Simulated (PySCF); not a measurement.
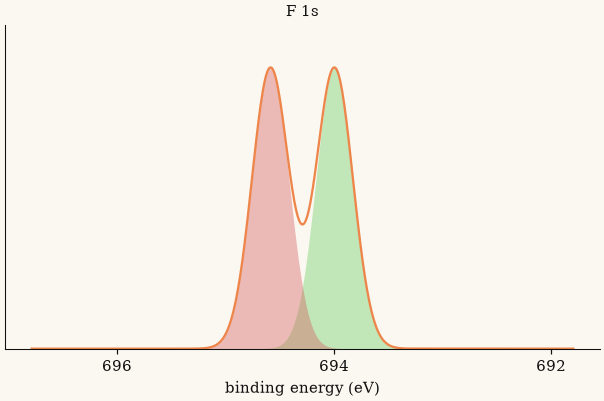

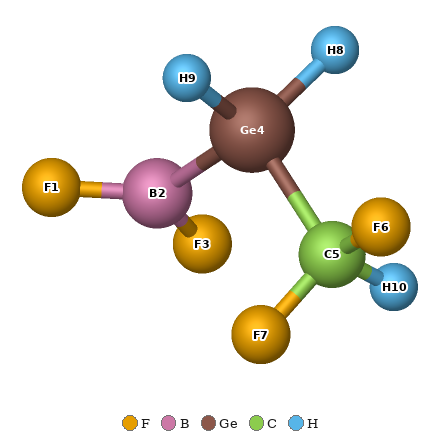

Simulated XPS of CH₃BF₄Ge, SMILES F[B](F)[GeH2][CH](F)F, singlet. Vertical core-electron binding energies by ΔSCF (SCAN, def2-TZVP on the ionised atom, pcseg-1 elsewhere, spin-free X2C; PySCF, at a PBE0-D3(BJ)/def2-SVP geometry (no frequency check)), gas phase, against the vacuum level. One atom of each kind was ionised; within a panel, areas follow the number of like atoms, Gaussians of 0.4 eV full width. Only the regions named are shown.

Assign the components.

```
level   atoms  binding energy (eV)
 F 1s  F1, F3                694.6
 F 1s  F6, F7                694.0
```

How large is the chemical shift across the F 1s region?

0.6 eV, from F6, F7 at 694.0 eV to F1, F3 at 694.6 eV.

Note: one conformer of a flexible molecule.
